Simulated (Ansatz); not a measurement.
**CH₃F₂Si (charge +1): density, localisation and related maps**

Input file:

```
crystal:
  periodic: [false, false, false]
  atoms:
    - {symbol: F, position_ang: [1.224080, -1.091581, 1.159430]}
    - {symbol: C, position_ang: [0.218307, -0.925110, 0.435997]}
    - {symbol: F, position_ang: [-0.456944, -1.967249, 0.300918]}
    - {symbol: Si, position_ang: [-0.219763, 0.814910, -0.396478]}
    - {symbol: H, position_ang: [-1.485935, 0.534814, -1.089577]}
    - {symbol: H, position_ang: [-0.270640, 1.654686, 0.816971]}
    - {symbol: H, position_ang: [0.990903, 0.979530, -1.227251]}
basis:
  gaussian: {orbitals: def2-TZVPP}
total_charge: 1
hamiltonian: {xc: pbe0, dispersion: d4}
output: {orbitals: {seedname: orbitals}}
```

Run with:

```sh
ansatz run in.yaml --threads 2 --pin off --events-out ev --progress --plain --max-ram 4352MiB
```

Geometry: PBE0-D4/def2-TZVP.

The calculation used Ansatz 0.2.0, RKS PBE0-D4/def2-TZVPP.

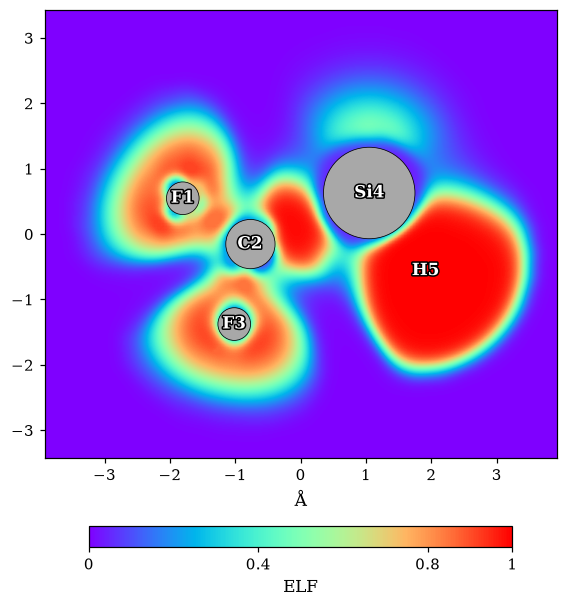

Figure 1. ELF on the plane of atoms C2, Si4 and H5. Grey discs cover the atomic cores.

Read the bonding off the picture.

Answer. Atoms in the plane: F, C, Si and H.
C–F (1.25 Å): the ELF peaks at about 0.85 between the atoms: a polar covalent bond.
C–Si (1.98 Å): the ELF peaks at about 1 between the atoms; a covalent bond.
Si–H (1.47 Å): the ELF climbs to about 1 towards the hydrogen, as it does in any bond to H.
The ELF also peaks beside F3 and F1, away from the bonds: lone-pair regions.

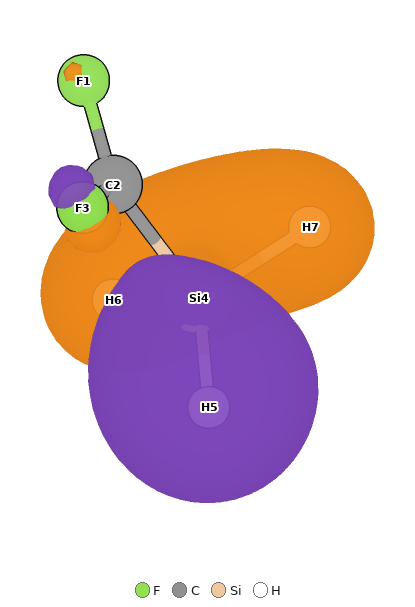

Figure 2. The HOMO at ±0.1 Å⁻³ᐟ² (orange and purple are the two phases), seen at an oblique angle.

Describe this orbital and give its energy.

Answer. It lies mainly on Si4 (about 45 %), H5 (about 35 %), H6 (about 10 %) and H7 (about 10 %). Its energy is −16.17 eV.
